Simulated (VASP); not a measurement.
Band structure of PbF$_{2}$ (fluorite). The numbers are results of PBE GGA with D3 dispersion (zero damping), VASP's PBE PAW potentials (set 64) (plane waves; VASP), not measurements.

Unless said otherwise, spin-orbit coupling is left out, though it shifts the bands of the heavy elements here.

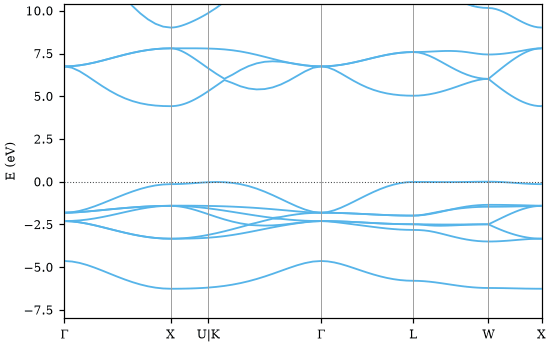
Figure. Bands along high-symmetry lines, zero at the valence-band maximum or, without a gap, the Fermi level

**Question.** Read the plot: is there a gap, and where are the band edges?

**Answer.** The gap is indirect, 4.42 eV, from the valence maximum at W to the conduction minimum at X. (Edges off the drawn lines would not show.)

The compound is PbF2 in the fluorite structure, the β form. It was relaxed first.
